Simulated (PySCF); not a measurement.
# One shape, several levels: H2S (hydrogen sulfide)

Wanted: a comparison of 6 runs (HF/STO-3G, B3LYP/aug-cc-pVTZ, BHLYP/aug-cc-pVTZ, r2SCAN/aug-cc-pVTZ, wB97X/aug-cc-pVTZ, CCSD(T)/aug-cc-pVTZ) of H2S (hydrogen sulfide). The job is set up through a Python script.

The results are computed with PySCF 2.14.0.

3 further runs of the same task are left out: 3 set aside as unsound or not needed.

### 1 The system as given

The species is H2S (3 atoms), meant as a singlet with charge 0. As SMILES, `S`. The S1–H3 distance was set to 1.744 Å, away from the relaxed value.

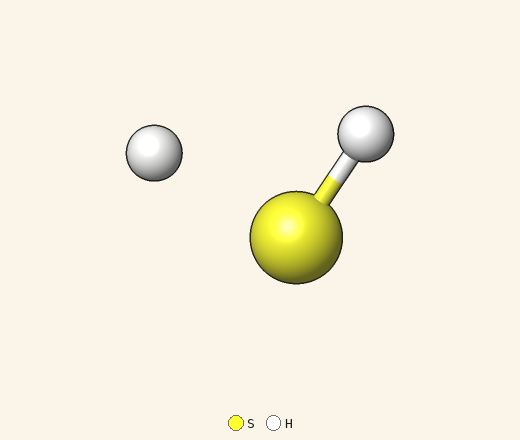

The structure, seen from a chosen angle (sulfur yellow, hydrogen white).

### 2 The energy at HF/STO-3G (run 1)

The input, start.xyz:

```xyz
3
H2S
S      0.822132    -0.149665     0.438938
H      0.424532     1.128635     0.357438
H     -0.593400    -0.717100    -0.406300
```

The input, input.py:

```python
from pyscf import gto, scf

mol = gto.M(
    atom='start.xyz',
    basis='sto-3g',
    verbose=3,
    max_memory=1860,
    charge=0,
)

myscf = scf.RHF(mol)
myscf.conv_tol = 1e-10
myscf.kernel()
if not myscf.converged:
    myscf = myscf.newton().run(myscf.mo_coeff, myscf.mo_occ)

e_tot = myscf.e_tot
print('E(%s) = %.9f' % ('HF', e_tot))
```

The run is started by

```sh
OMP_NUM_THREADS=1 python input.py
```

Log:

```text
converged SCF energy = -394.23989576947
E(HF) = -394.239895769
```

It took 0.62 s on 1 thread of Arm Neoverse V1, shared host; peak memory 0.09 GiB.

### 3 A single-point energy at B3LYP/aug-cc-pVTZ (run 2)

The input, job.py:

```python
from pyscf import gto, dft

system = gto.Mole()
system.atom = '''
S      0.822132    -0.149665     0.438938
H      0.424532     1.128635     0.357438
H     -0.593400    -0.717100    -0.406300
'''
system.max_memory = 1860
system.verbose = 4
system.basis = 'aug-cc-pvtz'
system.build()

calc0 = dft.RKS(system, xc='b3lyp')
calc0.conv_tol = 1e-10
calc0.grids.level = 5
calc0.kernel()
if not calc0.converged:
    calc0 = calc0.newton().run(calc0.mo_coeff, calc0.mo_occ)

e_tot = calc0.e_tot
print(f'total energy: {e_tot:.8f} hartree')
```

The run is started by

```sh
OMP_NUM_THREADS=1 python job.py
```

Log:

```text
PySCF version 2.14.0

[INPUT] num. atoms = 3
[INPUT] num. electrons = 18
[INPUT] charge = 0
[INPUT] spin (= nelec alpha-beta = 2S) = 0
[INPUT] symmetry False subgroup None
[INPUT] Mole.unit = angstrom
[INPUT] Symbol           X                Y                Z      unit          X                Y                Z       unit  Magmom
[INPUT]  1 S      0.822132000000  -0.149665000000   0.438938000000 AA    1.553604318241  -0.282825860433   0.829472605664 Bohr   0.0
[INPUT]  2 H      0.424532000000   1.128635000000   0.357438000000 AA    0.802249211114   2.132811044598   0.675459926512 Bohr   0.0
[INPUT]  3 H     -0.593400000000  -0.717100000000  -0.406300000000 AA   -1.121363482317  -1.355122603926  -0.767795724411 Bohr   0.0

[... 56 lines left out ...]
converged SCF energy = -399.391419027331
total energy: -399.39141903 hartree
```

It took 10 s on 1 thread of Arm Neoverse V1, shared host; peak memory 0.43 GiB.

Runs 3 to 4 aren't shown in full; the table further down has their settings and results.

### 4 A single-point energy at wB97X/aug-cc-pVTZ (run 5)

The input, calc.py:

```python
from pyscf import gto, dft

system = gto.M(
    atom=[
    ('S', (0.822132, -0.149665, 0.438938)),
    ('H', (0.424532, 1.128635, 0.357438)),
    ('H', (-0.593400, -0.717100, -0.406300)),
],
    spin=0,
    charge=0,
    verbose=3,
    basis='aug-cc-pvtz',
    max_memory=1860,
)

myscf = dft.RKS(system)
myscf.xc = 'wb97x'
myscf.conv_tol = 1e-10
myscf.grids.level = 5
myscf.kernel()
if not myscf.converged:
    myscf = myscf.newton().run(myscf.mo_coeff, myscf.mo_occ)

energy = myscf.e_tot
print(f'total energy: {energy:.8f} hartree')
```

The run is started by

```sh
OMP_NUM_THREADS=1 python calc.py
```

Log:

```text
converged SCF energy = -399.360998907463
total energy: -399.36099891 hartree
```

Run time: 15 s. Hardware: 1 thread of Arm Neoverse V1, shared host; peak memory 0.43 GiB.

### 5 A single-point energy at CCSD(T)/aug-cc-pVTZ (run 6)

The input, job.py:

```python
from pyscf import gto, scf, cc

molecule = gto.M(
    atom='''
S      1.553604    -0.282826     0.829473
H      0.802249     2.132811     0.675460
H     -1.121363    -1.355123    -0.767796
''',
    spin=0,
    charge=0,
    unit='bohr',
    basis='aug-cc-pvtz',
    max_memory=1860,
    verbose=4,
)

hf = scf.RHF(molecule)
hf.conv_tol = 1e-10
hf.kernel()
if not hf.converged:
    hf = hf.newton().run(hf.mo_coeff, hf.mo_occ)

mycc = cc.CCSD(hf, frozen=5)
mycc.kernel()
e_t = mycc.ccsd_t()
energy = mycc.e_tot + e_t
print('E = %.10f Eh' % energy)
```

The run is started by

```sh
OMP_NUM_THREADS=1 python job.py
```

Log:

```text
PySCF version 2.14.0

[INPUT] num. atoms = 3
[INPUT] num. electrons = 18
[INPUT] charge = 0
[INPUT] spin (= nelec alpha-beta = 2S) = 0
[INPUT] symmetry False subgroup None
[INPUT] Mole.unit = bohr
[INPUT] Symbol           X                Y                Z      unit          X                Y                Z       unit  Magmom
[INPUT]  1 S      0.822131831594  -0.149665073856   0.438938208673 AA    1.553604000000  -0.282826000000   0.829473000000 Bohr   0.0
[INPUT]  2 H      0.424531888283   1.128634976399   0.357438038888 AA    0.802249000000   2.132811000000   0.675460000000 Bohr   0.0
[INPUT]  3 H     -0.593399744769  -0.717100209594  -0.406300145836 AA   -1.121363000000  -1.355123000000  -0.767796000000 Bohr   0.0

[... 46 lines left out ...]
converged SCF energy = -398.664138972652
[... 12 lines left out ...]
Init t2, MP2 energy = -398.863484119343  E_corr(MP2) -0.199345146690676
[... 11 lines left out ...]
CCSD converged
[... 2 lines left out ...]
E = -398.8994551441 Eh
```

It took 15 s on 1 thread of Arm Neoverse V1, shared host; peak memory 0.47 GiB.

### 6 Overview of the runs

```
run                level  integration grid  frozen core orbitals  energy (Eh)  dipole moment (D) of the reference  HOMO energy (eV)  LUMO energy (eV)  wall time
  1            HF/STO-3G                 –                     –  -394.239896                                0.83             -7.47              7.72     0.62 s
  2    B3LYP/aug-cc-pVTZ                 5                     –  -399.391419                                0.95             -7.29             -2.17       10 s
  3    BHLYP/aug-cc-pVTZ                 5                     –  -399.360793                                1.01             -8.67             -1.02       15 s
  4   r2SCAN/aug-cc-pVTZ                 5                     –  -399.337673                                1.03             -6.50             -2.55       25 s
  5    wB97X/aug-cc-pVTZ                 5                     –  -399.360999                                1.05             -9.98              0.15       15 s
  6  CCSD(T)/aug-cc-pVTZ                 –                     5  -398.899455                                1.05            -10.51              0.59       15 s
```

### 7 What came out

| quantity | value |
| --- | --- |
| run 6: total energy | -398.89946 Eh |
| run 6: dipole moment (Hartree–Fock density) | 1.05 D |
| run 6: HOMO energy (Hartree–Fock orbitals) | -10.51 eV |
| run 6: LUMO energy (Hartree–Fock orbitals) | 0.59 eV |
| run 6: HOMO–LUMO gap (Hartree–Fock orbitals) | 11.10 eV |
| run 6: correlation energy (5 core orbitals frozen) | -235.3 mEh |
| run 6: (T) correction | -9.79 mEh |
| run 6: T1 diagnostic | 0.012 |

Over runs 1, 2, 3, 4, 5 the dipole moment (its size) runs from 0.83 D (HF/STO-3G) to 1.05 D (wB97X/aug-cc-pVTZ). The two ends differ in method and basis. Over runs 1, 2, 3, 4, 5 the HOMO–LUMO gap runs from 3.95 eV (r2SCAN/aug-cc-pVTZ) to 15.19 eV (HF/STO-3G). Totals of different functionals can't be ranked against each other. In run 1 the basis is minimal, so the values are rough. All runs together took 82 s, the longest 25 s.
